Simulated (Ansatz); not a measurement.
Start from NiO in the rock salt structure (space group Fm-3m, No. 225; a = 4.191 Å; ferromagnetic). Axes: x, y, z lie along the cube axes.

One thing is altered: tensile biaxial strain of 0.53 % in the plane normal to [001], as in epitaxy on a mismatched substrate; the out-of-plane cell vector and the atoms relax.

The values are results of r2SCAN (Ansatz, a quantum-chemistry and plane-wave program), no SOC, earlier PAW set, not measurements.

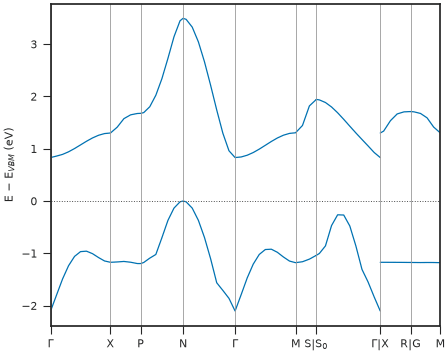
Figure. Highest valence and lowest conduction band along the path of the changed cell's own zone

Q: From the figure, how large is the changed gap, and is it direct?

A: About 0.8 eV, indirect, N → Γ.

Whether these cells are dynamically stable was not tested. No Hubbard U is applied and the magnetic state is the run's own (NiO ferromagnetic); other magnetic orders, which need larger cells, were not tried and can change the gap. Where the two band edges lie in opposite spin channels, the gap is a spin-flip gap. In its common phase, real NiO is an antiferromagnetic insulator at low temperature. k-point labels follow each cell's own Brillouin zone.
